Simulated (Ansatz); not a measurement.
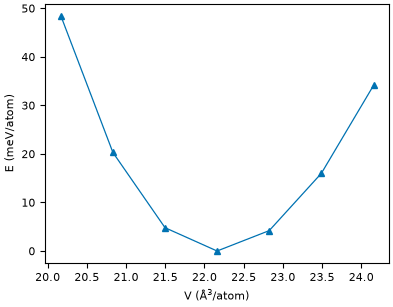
Ge in space group P6_3/mmc (No. 194; Ge on 4f) under volume change, plane-wave PAW LDA (Ansatz code), shape and atoms relaxed at each volume.

What does a third-order Birch–Murnaghan fit give for V₀, B₀ and B′?

V₀ = 22.16 Å³/atom, B₀ = 72.1 GPa, B′ = 4.8.

The first step of the workflow began from a Materials Project structure, measured or hypothetical; the Crystallography Open Database copy checked does not list it. It is not the phase usual at ambient conditions (space group No. 227). Symmetry was held in the LDA relaxation; whether a distortion lowers the energy is not shown.

Potentials: the earlier of the program's two PAW sets. The files were generated under PBE; for other functionals the program regenerates the frozen cores, and for LDA and PBEsol the local potential too.
